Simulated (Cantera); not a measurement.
A closed system holds: 1 mol B2O3, a varied amount of HF, 1.8 mol H2, at 1177 °C and 7.50 Torr.

Equilibrium computed with Cantera from the NASA thermochemical tables; the gas is ideal and each condensed phase is pure. Candidate condensed phases: B, B2O3, B3O3H3, H2O; 43 gas species. The tables' values for BF2 are old estimates; treat these amounts as uncertain. Gases not in the tables: H3BO3. Kinetics and transport are ignored.

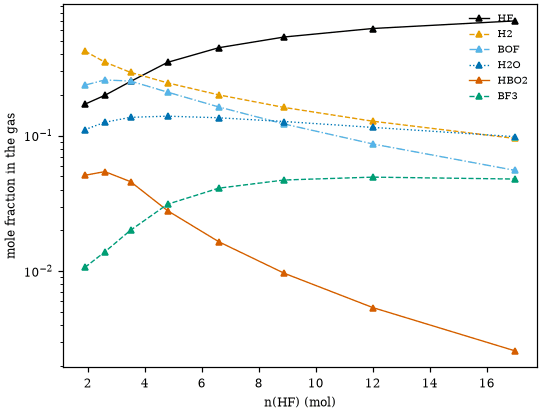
Figure. Equilibrium gas composition (values under 1e-9 drawn at 1e-9)

From 1.9 mol HF to 2.6 mol HF the condensed part is B2O3(l). From 3.5 mol HF to 17 mol HF nothing is condensed.
